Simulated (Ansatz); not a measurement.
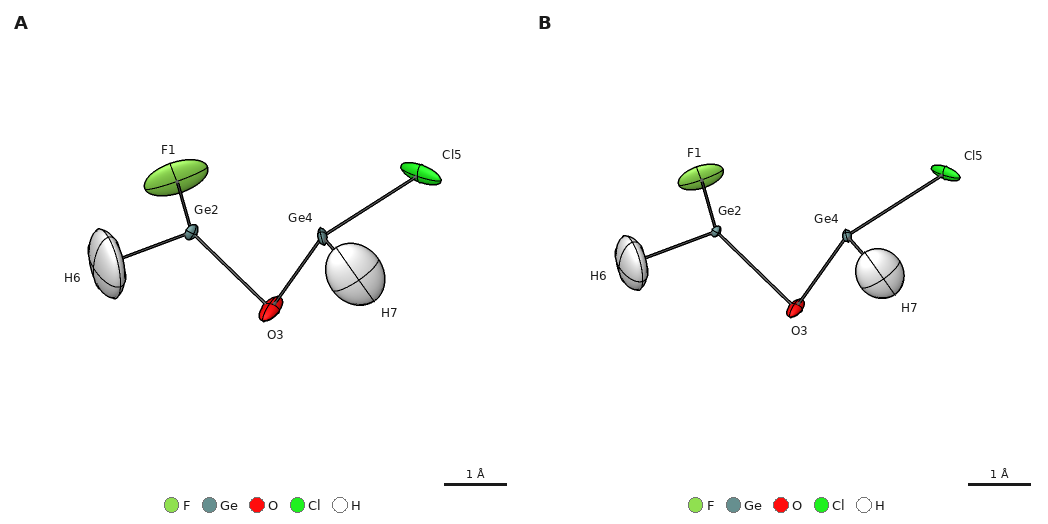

Displacement ellipsoids at the 50 % level, scaled by 1.5, from the internal vibrations of the free molecule (harmonic, no overall translation or rotation; no half-axis is drawn under 0.075 Å). Vibrations computed with RKS PBE0-D4/def2-TZVP (Ansatz 0.2.0). One panel is for 298 K, the other for 600 K.

> Which panel is for 600 K?

A.

> How much does the mean-square displacement of Cl5 grow, and why?

U_eq goes from 0.0063 to 0.0124 Å², a factor of 2.0. Modes below kT (417 cm⁻¹ at 600 K) grow about in proportion to T, and the lowest lies at 80 cm⁻¹; the mean-square amplitude of a mode is its zero-point value times coth(ħω/2kT), which comes close to 1 only above about 3kT.
